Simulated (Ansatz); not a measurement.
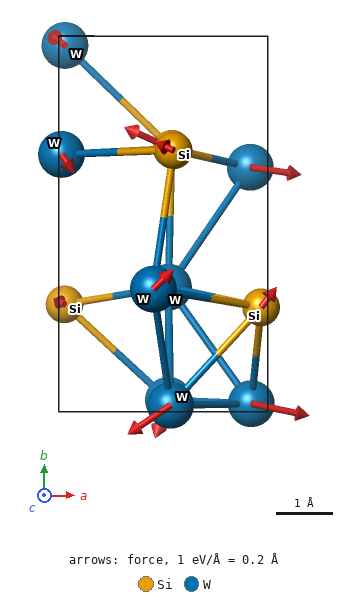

Starting geometry of crystalline SiW$_{2}$ (a generated structure, set up in P1) (coarse preliminary run) with the computed forces as red arrows. A ball-and-stick model of the cell of the calculation, seen along the c axis.

Computed with DFT PBE, scalar-relativistic, plane waves, PAW in Ansatz. Settings: plane-wave cutoff 420 eV; k-point mesh 6 × 4 × 4; occupations gaussian; smearing width 0.2 eV; no spin polarisation; cell and atoms relaxed; force threshold 0.025 eV/Å; at most 60 steps.

> Is this structure relaxed? If not, where do the atoms go?

It isn't relaxed: the largest force vector, on a W atom, is 5.48 eV/Å. The atoms end up moving mostly along the starting forces (cosine between the two patterns 0.87). The atom that moves furthest relative to the cell is a W atom (0.39 Å roughly along [3 −1 0]). Largest moves by element: W 0.39 Å, Si 0.23 Å. The volume changes by −2.3 %, with a 3.747 → 4.241 Å (+13.2 %), b 6.730 → 6.752 Å (+0.3 %), c 7.365 → 6.332 Å (−14.0 %), α 89.8° → 90.0°, β 91.5° → 90.0°, γ 90.1° → 90.0°. Some distances before and after: W–W 3.955 → 3.166 Å, W–W 3.908 → 3.166 Å, W–W 3.833 → 3.166 Å, W–W 2.569 → 3.196 Å. The space group (tolerance 0.01 Å) goes from P1 (No. 1) to Pmmn (No. 59). After 8 accepted moves (11 points after the start) the energy has fallen by 526 meV per atom. Largest force component: 5.3 eV/Å at the start, 0.0039 eV/Å at the end. The pressure goes from 13.65 to −0.01 GPa. The line search rejected the trial step at point 7 of the run. At 2 points the geometry stayed and the basis and grid were re-selected for the new cell (energy shift of 0.7 meV per atom at most each time). Cost: 6.9 min on 1 thread of Intel(R) Xeon(R) 6975P-C (Granite Rapids), on a shared host, peak memory 0.81 GiB.
